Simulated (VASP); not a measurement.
Band structure of Ga2O3 (corundum). Computed with LDA (Ceperley-Alder, Perdew-Zunger), VASP's LDA PAW potentials (set 64) (plane waves; VASP 6.6.1).

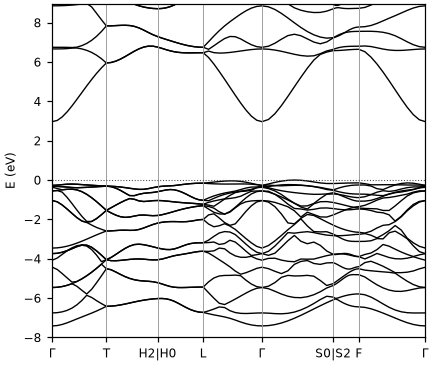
Bands along high-symmetry lines, zero at the valence-band maximum or, without a gap, the Fermi level

Question: Read the plot: is there a gap, and where are the band edges?

Answer: The gap is indirect, 2.97 eV, from the valence maximum at Γ-S0 at 0.45 to the conduction minimum at Γ. (Edges off the drawn lines would not show.)

The compound is Ga2O3 in the corundum structure, the metastable α form; monoclinic β is stable. It was relaxed first.
